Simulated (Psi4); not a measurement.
# SCAN/aug-cc-pVTZ (sweep point 11) run of SiO2 (SMILES O=[Si]=O)

Aim: the vertical singlet–triplet gap of SiO2 at SCAN/aug-cc-pVTZ (sweep point 11), from 2 runs. 

Program for the calculation: Psi4 1.11.

### 1 The system as given

The species is SiO2 (3 atoms), meant as a singlet with charge 0. As SMILES, `O=[Si]=O`. Geometry: relaxed at PBE0-D4/def2-TZVP.

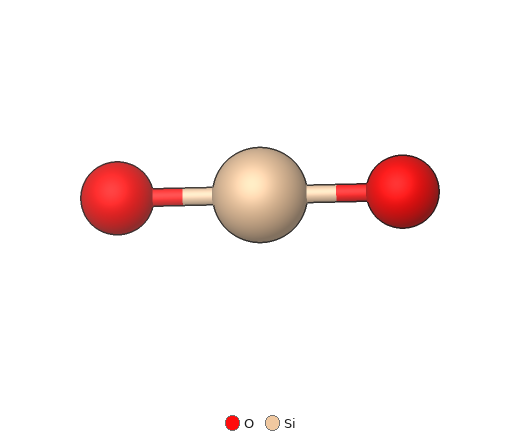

Viewed from a chosen angle; oxygen red, silicon light orange.

### 2 The energy at SCAN/aug-cc-pVTZ (sweep point 11)

File o2si.dat:

```
memory 1600 MB

molecule molecule1 {
  O      0.697730     1.229600     0.518760
  Si    -0.000010     0.000000     0.000000
  O     -0.697730    -1.229610    -0.518760
  symmetry c1
}

set basis aug-cc-pVTZ
set puream true
set scf_type pk
set dft_radial_points 99
set dft_spherical_points 590

e_tot = energy("scan")
print_variables()
```

Command:

```bash
psi4 -i o2si.dat -o o2si.out -n 1
```

o2si.out:

```text
[...]
  Running in c1 symmetry.
[...]
  Nuclear repulsion =   89.956438948079580
[...]
  Multiplicity = 1
[...]
  Nalpha       = 15
  Nbeta        = 15
[...]
    Number of basis functions: 142
[...]
   @RKS iter   1:  -439.45052674553557   -6.38859e-02   8.44209e-03 ADIIS/DIIS
[...]
   @RKS iter  10:  -439.98625651095364   -1.01785e-08   3.07015e-08 DIIS
[...]
    Orbital Energies [Eh]
    ---------------------
    Doubly Occupied:
       1A    -65.931976     2A    -18.980763     3A    -18.980759
       4A     -5.288995     5A     -3.634959     6A     -3.634959
       7A     -3.624895     8A     -0.967738     9A     -0.944662
      10A     -0.439703    11A     -0.371603    12A     -0.360514
      13A     -0.360514    14A     -0.321993    15A     -0.321993
[...]
  @RKS Final Energy:  -439.98625651095364
   => Energetics <=
    Nuclear Repulsion Energy =             89.9564389480795796
    One-Electron Energy =                -787.1735643905044526
    Two-Electron Energy =                 295.3184331212203233
    DFT Exchange-Correlation Energy =     -38.0875641897491377
    Empirical Dispersion Energy =           0.0000000000000000
    VV10 Nonlocal Energy =                  0.0000000000000000
    Total Energy =                       -439.9862565109536376
[...]
 Multipole Moments:
 ------------------------------------------------------------------------------------
     Multipole            Electronic (a.u.)      Nuclear  (a.u.)        Total (a.u.)
 ------------------------------------------------------------------------------------
 L = 1.  Multiply by 2.5417464519 to convert [e a0] to [Debye]
 Dipole X            :         -0.0000219           -0.0000001           -0.0000220
 Dipole Y            :         -0.0000004           -0.0000000           -0.0000004
 Dipole Z            :         -0.0000013           -0.0000000           -0.0000013
 Magnitude           :                                                    0.0000220
[...]
```

Run time: 24 s. Hardware: 1 thread of Intel Xeon 6975P-C (Granite Rapids), shared host; peak memory 1.3 GiB.

### 3 The triplet

File calc.dat:

```
memory 1.6 GB

molecule {
  0 3
  O      0.697730     1.229600     0.518760
  Si    -0.000010     0.000000     0.000000
  O     -0.697730    -1.229610    -0.518760
  symmetry c1
}

set {
  reference            uks
  puream               true
  scf_type             pk
  dft_radial_points    99
  dft_spherical_points 590
  maxiter              100
}

result, w = energy('scan/aug-cc-pVTZ', return_wfn=True)
```

Command:

```bash
psi4 -i calc.dat -o calc.out -n 1
```

calc.out:

```text
[...]
  Running in c1 symmetry.
[...]
  Nuclear repulsion =   89.956438948079580
[...]
  Multiplicity = 3
[...]
  Nalpha       = 16
  Nbeta        = 14
[...]
    Number of basis functions: 142
[...]
   @UKS iter   1:  -439.55641421831081   -1.69773e-01   6.26627e-03 DIIS/ADIIS
[...]
   @UKS iter  10:  -439.85056473167032   -3.16339e-08   7.63071e-07 DIIS
[...]
   @S^2 Observed:                2.014597396E+00
[...]
    Orbital Energies [Eh]
    ---------------------
    Alpha Occupied:
       1A    -65.922091     2A    -19.029056     3A    -19.029046
       4A     -5.277006     5A     -3.622040     6A     -3.621517
       7A     -3.616081     8A     -1.019601     9A     -0.999484
      10A     -0.479040    11A     -0.427841    12A     -0.415182
      13A     -0.399830    14A     -0.392457    15A     -0.357355
      16A     -0.198087
    Alpha Virtual:
      17A     -0.098302    18A     -0.085742    19A      0.035577
      20A      0.042358    21A      0.055473    22A      0.058242
      23A      0.081671    24A      0.081680    25A      0.120650
[...]
  @UKS Final Energy:  -439.85056473167032
   => Energetics <=
    Nuclear Repulsion Energy =             89.9564389480795796
    One-Electron Energy =                -786.5638527897438053
    Two-Electron Energy =                 294.8156435696211020
    DFT Exchange-Correlation Energy =     -38.0587944596272294
    Empirical Dispersion Energy =           0.0000000000000000
    VV10 Nonlocal Energy =                  0.0000000000000000
    Total Energy =                       -439.8505647316703175
[...]
 Multipole Moments:
 ------------------------------------------------------------------------------------
     Multipole            Electronic (a.u.)      Nuclear  (a.u.)        Total (a.u.)
 ------------------------------------------------------------------------------------
 L = 1.  Multiply by 2.5417464519 to convert [e a0] to [Debye]
 Dipole X            :          0.0000089           -0.0000001            0.0000088
 Dipole Y            :          0.0000002           -0.0000000            0.0000002
 Dipole Z            :         -0.0000413           -0.0000000           -0.0000413
 Magnitude           :                                                    0.0000422
[...]
```

Run time: 36 s. Hardware: 1 thread of Intel Xeon 6975P-C (Granite Rapids), shared host; peak memory 1.3 GiB.

### 4 What came out

Level: SCAN/aug-cc-pVTZ (sweep point 11).

```
                                        quantity          value
                           singlet: total energy  -439.98626 Eh
                          singlet: dipole moment         0.00 D
                            singlet: HOMO energy       -8.76 eV
                            singlet: LUMO energy       -4.24 eV
                          singlet: HOMO–LUMO gap        4.52 eV
                           triplet: total energy  -439.85056 Eh
                          triplet: dipole moment         0.00 D
     triplet: HOMO energy (highest over α and β)       -5.39 eV
                                   triplet: ⟨S²⟩          2.015
vertical energy of the triplet above the singlet       3.692 eV
```

**Reading.** At this shape the triplet lies 3.69 eV (85 kcal/mol) above the singlet.
